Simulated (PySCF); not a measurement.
C8H13AlO

Input

```
{"job": {"kind": "nmr", "xc": "PBE0", "basis": "pcSseg-1"}, "charge": 0, "multiplicity": 1}
C     -2.003618    -1.034126    -0.053281
O     -2.004200     0.346984    -0.376038
C     -3.002270     1.108540     0.279816
Al    -0.495713     1.125047    -1.444284
C      1.021029     0.316957    -0.461765
C      1.758502    -0.754075    -0.999138
C      2.793948    -1.366758    -0.291370
C      3.120697    -0.917792     0.987531
C      2.411973     0.144708     1.548384
C      1.380863     0.748871     0.828342
H     -1.190274    -1.506015    -0.617731
H     -2.968544    -1.484808    -0.334454
H     -1.818010    -1.171677     1.023779
H     -4.002042     0.737564     0.002373
H     -2.882780     2.148044    -0.047000
H     -2.871782     1.044852     1.372512
H     -0.844844     2.665982    -1.165733
H     -0.769829     0.486267    -2.889761
H      1.519342    -1.121570    -2.003585
H      3.349702    -2.196120    -0.737954
H      3.931008    -1.393652     1.546356
H      2.668708     0.505417     2.548554
H      0.846958     1.588930     1.287891
```

Run with:

```sh
OMP_NUM_THREADS=1 python probes_run.py task.json out
```

Geometry: PBE0-D3(BJ)/def2-SVP.

These are results of PySCF 2.14.0, PBE0/pcSseg-1, SCF density, gas phase, non-relativistic, not measurements.

Question: What can the converged electron density and electron localisation function tell about the bonding?

Answer: C–C (1.39 Å): the density is about 2.1 e/Å³ at the midpoint; the ELF peaks at about 0.95 between the atoms: localised, covalent bonding.
C–Al (1.98 Å): ρ is about 0.7 e/Å³ halfway; the ELF peaks at about 1 between the atoms (a shared but strongly polarised pair).
C–H (1.09 Å): the density is about 2 e/Å³ at the midpoint; the ELF climbs to about 1 towards the hydrogen, as it does in any bond to H (a covalent bond by its length).
Al–H (1.60 Å): the density is about 0.52 e/Å³ at the midpoint; the ELF climbs to about 1 towards the hydrogen.

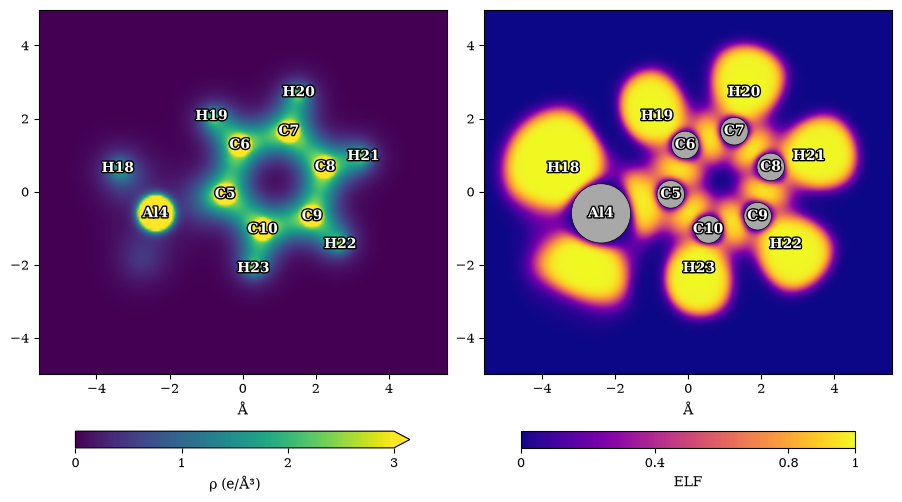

Computed electron density and electron localisation function on the plane of atoms C10, C9 and H22, in this order. Grey discs cover the atomic cores in the ELF map. 
